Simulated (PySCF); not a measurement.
## A study: [CuF4]2- (CuF₄, charge −2, doublet)

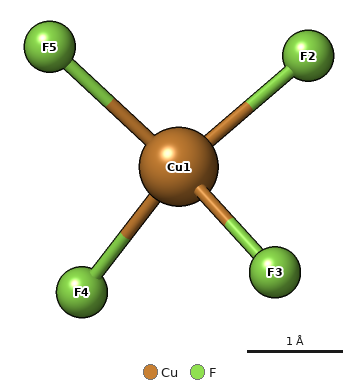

The molecule, with its atoms numbered as below. No frequency check shows the geometry to be a minimum.

Cartesian coordinates (Å):

```
Cu1      0.0000    0.0000    0.0000
F2       1.2237    1.2232   -0.7202
F3       1.2237   -1.2232    0.7202
F4      -1.2237   -1.2232   -0.7202
F5      -1.2237    1.2232    0.7202
```

### 1. Bonding charge

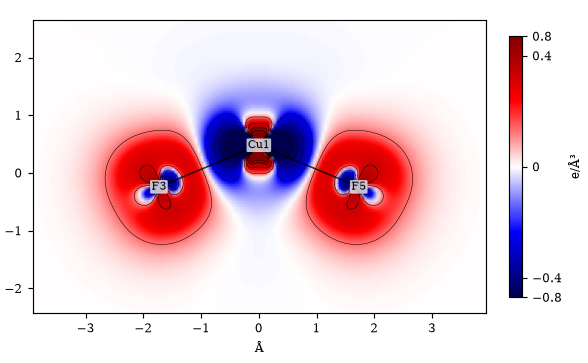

Deformation density (molecule less spherical, spin-averaged free atoms) in the plane of Cu1, F3 and F5; colour scale in e/Å³, logarithmic beyond ±0.1; red: gain, blue: loss.

Method: B3LYP/def2-SVPD; geometry: GFN2-xTB; program: PySCF. The highest occupied orbitals have positive energy: in the gas phase this ion holds its electrons only through the finite basis. This is a single-reference result, which may miss multireference character in this system. The stability of the open-shell solution wasn't checked. GFN2-xTB doesn't know the spin state, so this open-shell geometry is rough.

Question: Describe the bonding that the map shows.

Answer: Cu1–F3 and Cu1–F5: −0.06 e/Å³ at the bond critical point (bond length 1.87 Å); up to 0.6 Å beside the axis the gain reaches +0.14 e/Å³. In all, 2.8 electrons gather in the regions of gain relative to the promolecule of neutral atoms (this includes the anion's extra charge). A small or negative value marks a very polar bond, one between electron-rich atoms, whose free-atom densities already overlap strongly, a long bond to a heavier atom, or a closed-shell contact such as a hydrogen bond.

Question: Where do the Hirshfeld charges lie?

Answer: The highest Hirshfeld charge is on Cu1 (+0.39 e), the lowest on F2, F3, F4 and F5 (−0.60 e).

### 2. Electrostatic potential

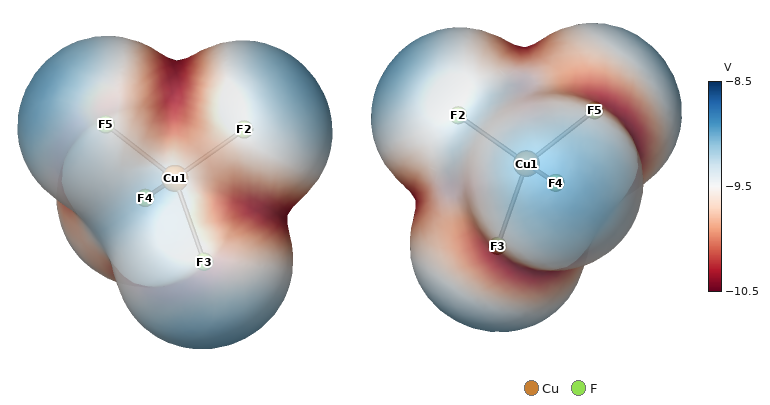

Electrostatic potential on the surface of electron density 0.001 a.u. (back view left, front view right).

Question: Where are the extremes of the potential on the surface?

Answer: Highest: −8.99 V, 1.8 Å from F4, and at like points elsewhere. Lowest: −10.42 V, about equally far (2.0 Å) from F4 and F5, over Cu1 (2.6 Å), and at like points elsewhere. The surface is sampled at points, so like sites can differ by a few per cent and only the strongest of them is named.

### 3. Spin density

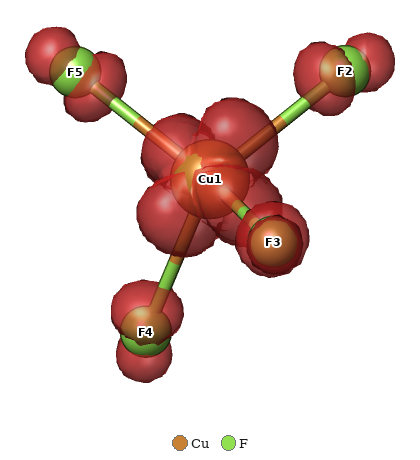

Spin density ρα − ρβ at ±0.05 e/Å³ (red: excess α, blue: excess β).

Question: How is the spin shared among the atoms?

Answer: Hirshfeld spin populations: Cu1 +0.77 and F2, F3, F4 and F5 +0.06. ⟨S²⟩ = 0.75, as for a pure state.

### 4. In an electric field

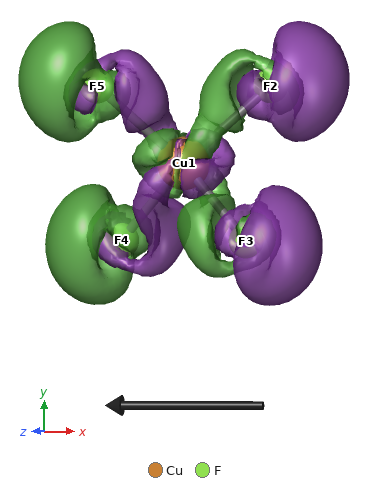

Change of the electron density in a uniform field of 0.10 V/Å along −x (arrow), surfaces at ±0.0006 e/Å³ (purple: gain, green: loss).

Method: B3LYP/def2-TZVP; geometry: GFN2-xTB; program: PySCF. This is a single-reference result, which may miss multireference character in this system. For an anion such functionals hold the outermost electrons too loosely, so the response is rough. The stability of the open-shell solution wasn't checked. The basis has no diffuse functions, which an anion needs. GFN2-xTB doesn't know the spin state, so this open-shell geometry is rough.

Question: What dipole is induced, and what polarisability does it imply?

Answer: The induced dipole is 0.16 D (along the field); α along this axis, from the fields in both directions, is 31 bohr³ (4.6 Å³).

Question: Which atoms gain and lose the most charge?

Answer: Electrons gather most on F2 and F3 alike (Hirshfeld charge changes by −0.004 e) and leave F4 and F5 alike most (+0.004 e); 0.017 electrons are displaced in all.

The PySCF runs shown took 25 s and 94 s on 1 thread of Arm Neoverse V1, on a shared host.
